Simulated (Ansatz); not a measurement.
# SiH2F2 (SiF2H2) at RPA@PBE/STO-3G

Aim: the vertical singlet–triplet gap of SiH2F2 (SiF2H2) at RPA@PBE/STO-3G, from 2 runs. 

The results are computed with Ansatz 0.2.0.

54 further runs of the same task are left out: 4 that didn't finish, 50 set aside as unsound or not needed.

## 1. The structure to begin with

SiH2F2: 5 atoms, total charge 0, spin state singlet. As SMILES, `[H][Si]([H])(F)F`. Geometry: relaxed at GFN2-xTB.

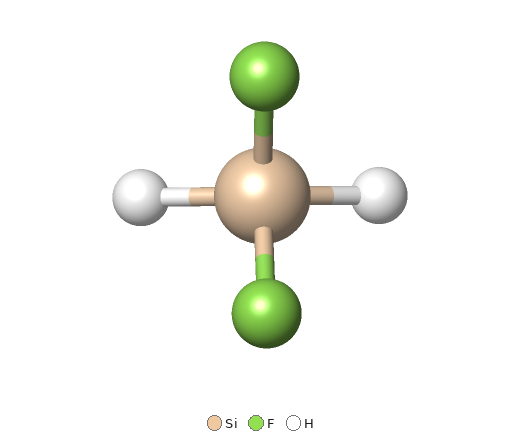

The structure, seen from a chosen angle (silicon light orange, fluorine green, hydrogen white).

## 2. The energy at RPA@PBE/STO-3G

Input file job.yaml:

```yaml
crystal:
  periodic: [false, false, false]
  atoms:
    - {symbol: Si, position_ang: [-0.091360, 0.000560, -0.064290]}
    - {symbol: F, position_ang: [0.009240, -0.018840, 1.526500]}
    - {symbol: F, position_ang: [1.436020, 0.010630, -0.519740]}
    - {symbol: H, position_ang: [-0.680140, 1.257800, -0.455540]}
    - {symbol: H, position_ang: [-0.673740, -1.250150, -0.486920]}
basis:
  gaussian:
    orbitals: STO-3G
accuracy: high
correlation:
  method: rpa
  frozen_orbitals: {F: 1, H: 0, Si: 5}
hamiltonian:
  xc: pbe
```

Run with:

```bash
$ ansatz run job.yaml --threads 1 --pin off --max-ram 2610MiB --events-out events.jsonl --progress --plain --runs-dir runs
```

The program printed:

```text
Warning: RAYON_NUM_THREADS=1 ignored (pool sized by the plan → 1); use --threads N
Functional definition: PBE
  name "PBE"
  parameter kappa = 0.804
  parameter beta = 0.06672455060314922
  exchange = pbe_x(kappa = kappa, mu = beta*pi^2/3)
  correlation = pbe_c(beta = beta)
387 factors; integrals over basis functions are off by at most 2.0e-8 eV
mean field evaluation 1: about -13162.1276 eV, gradient 2.3e1 eV
mean field evaluation 2: about -13162.0966 eV, gradient 2.3e1 eV
mean field evaluation 4: about -13163.9533 eV, gradient 3.3e0 eV
mean field evaluation 8: about -13163.9993 eV, gradient 1.2e-2 eV
mean field evaluation 16: about -13163.9993 eV, gradient 1.2e-8 eV
mean field -13163.99931292 eV, -483.7680518705 hartree, gradient 1.2e-8 eV, S^2 0.000000; 0 other end points of the search recorded, 0 dependent functions left out
7 core orbitals not correlated: weight in the atoms' cores, before any rotation towards them, 0.999 or more for the frozen orbitals, at most 0.000 for the correlated occupied ones
reference -13138.44237100 eV, -482.8288515783 hartree; 10, 10 occupied and 4, 4 virtual orbitals, 387 factors
Total energy: -13143.13101029 eV, -483.0011558939 hartree
```

It took 1.8 s on 1 thread of Arm Neoverse V1, shared host; peak memory 0.1 GiB.

## 3. The triplet at the same level

Input file input.yaml:

```yaml
crystal:
  periodic: [false, false, false]
  atoms:
    - {symbol: Si, position_ang: [-0.091360, 0.000560, -0.064290]}
    - {symbol: F, position_ang: [0.009240, -0.018840, 1.526500]}
    - {symbol: F, position_ang: [1.436020, 0.010630, -0.519740]}
    - {symbol: H, position_ang: [-0.680140, 1.257800, -0.455540]}
    - {symbol: H, position_ang: [-0.673740, -1.250150, -0.486920]}
basis:
  gaussian:
    orbitals: STO-3G
total_charge: 0
magnetization:
  spin_polarized: true
  initial_magnetization: 2
hamiltonian:
  xc: {name: PBE}
correlation:
  method: rpa
  frozen_orbitals: {F: 1, H: 0, Si: 5}
accuracy: high
```

Run with:

```bash
$ ansatz run input.yaml --threads 1 --pin off --max-ram 2610MiB --events-out events.jsonl --progress --plain --runs-dir runs
```

The program printed, shortened:

```text
Warning: RAYON_NUM_THREADS=1 ignored (pool sized by the plan → 1); use --threads N
[... 2 set-up lines as earlier in the session ...]
[...]
387 factors; integrals over basis functions are off by at most 2.0e-8 eV
[...]
mean field -13154.06724344 eV, -483.4030550495 hartree, gradient 5.3e-8 eV, S^2 2.002876; 12 other end points of the search recorded, 0 dependent functions left out
7 core orbitals not correlated: weight in the atoms' cores, before any rotation towards them, 0.999 or more for the frozen orbitals, at most 0.001 for the correlated occupied ones
reference -13125.17270654 eV, -482.3412004037 hartree; 11, 9 occupied and 3, 5 virtual orbitals, 387 factors
Total energy: -13133.16492551 eV, -482.6349090335 hartree
```

Wall time 9.6 s (1 thread of Arm Neoverse V1, shared host); peak memory 0.14 GiB.

## 4. Summary of results

Level: RPA@PBE/STO-3G, 7 core orbitals frozen.

| quantity | value |
| --- | --- |
| singlet: total energy | -483.00116 Eh |
| singlet: RPA correlation energy (valence) | -172.3 mEh |
| triplet: total energy | -482.63491 Eh |
| triplet: RPA correlation energy (valence) | -293.7 mEh |
| triplet: ⟨S²⟩ of the reference determinant | 2.003 |
| vertical energy of the triplet above the singlet | 9.966 eV |

**Reading.** At this shape the triplet lies 9.97 eV (230 kcal/mol) above the singlet. In a minimal basis such a difference can be off by several eV, whatever the method.
